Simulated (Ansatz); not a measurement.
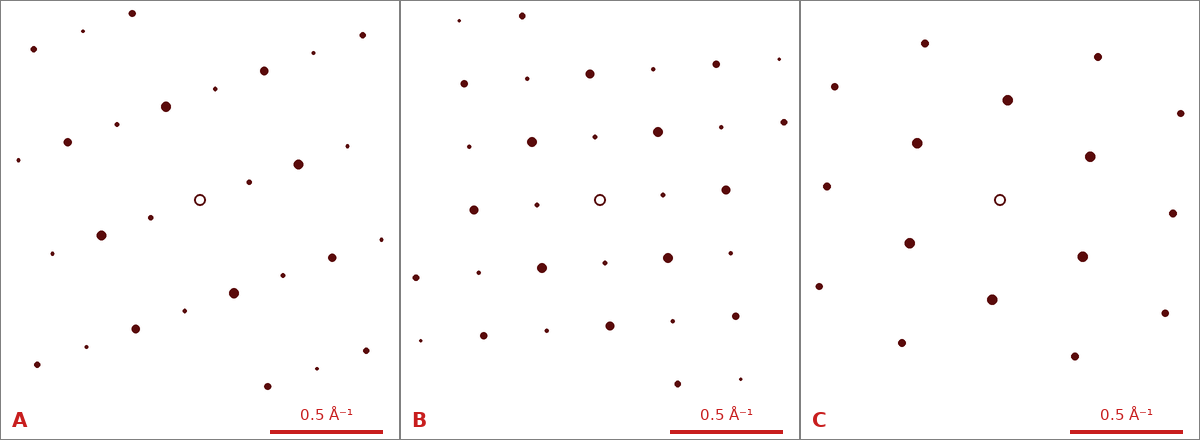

Kinematic electron diffraction patterns (200 kV, B = 0.5 Å², same scale, each along a low-index zone) of three structures of composition CdGa, each relaxed at zero pressure with DFT PBE, scalar-relativistic, plane waves, PAW (Ansatz 0.2.0).

The structures (standard cells):
1. F-43m (No. 216), a = 6.275 Å, 8 atoms; generated start, possibly hypothetical
2. Pm-3m (No. 221), a = 3.517 Å, 2 atoms; generated start, possibly hypothetical
3. P4/mmm (No. 123), a = 3.166 Å, c = 4.248 Å, 2 atoms; generated start, possibly hypothetical

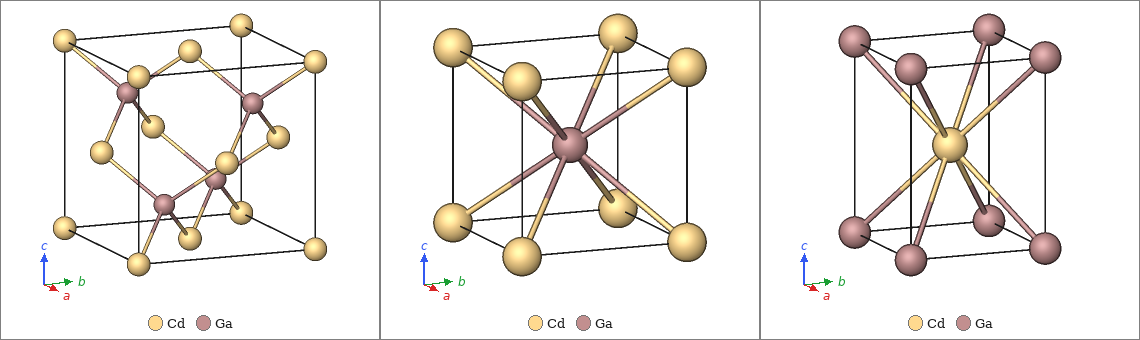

Drawings of the structures 1 to 3, from left to right (each may span several cells).

Which pattern belongs to which structure, and along which zone?

A is structure 3 along [110] or an equivalent direction: rectangular net of 0 0 1 at d = 4.25 Å and 1 -1 0 at d = 2.24 Å, 90.0° apart. B is structure 2 along [001] or an equivalent direction: square net of 1 0 0 at d = 3.52 Å and 0 1 0 at d = 3.52 Å, 90.0° apart. C is structure 1 along [111] or an equivalent direction: hexagonal net of -2 2 0 at d = 2.22 Å and -2 0 2 at d = 2.22 Å, 60.0° apart.

Which structure lies lowest at this level of theory, and by how much?

Structure 3 (P4/mmm, 21.28 Å³ an atom) is the lowest of these; structure 2 (Pm-3m, 21.75 Å³ an atom) lies about 25 meV an atom higher; structure 1 (F-43m, 30.89 Å³ an atom) lies about 360 meV an atom higher. These are static energies at 0 K; other structures, not shown, may lie lower still.
